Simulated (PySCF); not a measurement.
System: BaBr (doublet).

```xyz
2

Ba    0.0000    0.0000   -1.0362
Br    0.0000    0.0000    1.8108
```

Theory: PBE0/x2c-TZVPPall, spin-free X2C-1e, Gaussian nucleus, at a bond length of 2.847 Å in PySCF 2.14.0.

**What can the converged electron density, electron localisation function and spin density tell about the bonding?**

Ba–Br (2.85 Å): the density is about 0.32 e/Å³ at the midpoint; the ELF peaks at about 0.80 in the valence shell of Br, 1.0 Å from its nucleus, and is about 0.25 at the midpoint (an ionic contact with no shared pair).
The unpaired spin (1 electron) lies mostly on Ba1 (about 1.0), in electrons by Hirshfeld's partition.

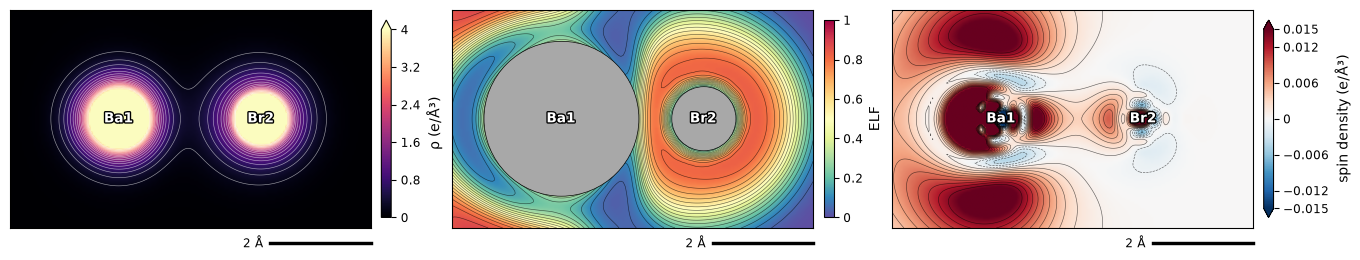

Computed electron density, electron localisation function and spin density on a plane that holds the molecular axis, in this order. Grey discs cover the atomic cores in the ELF map. 
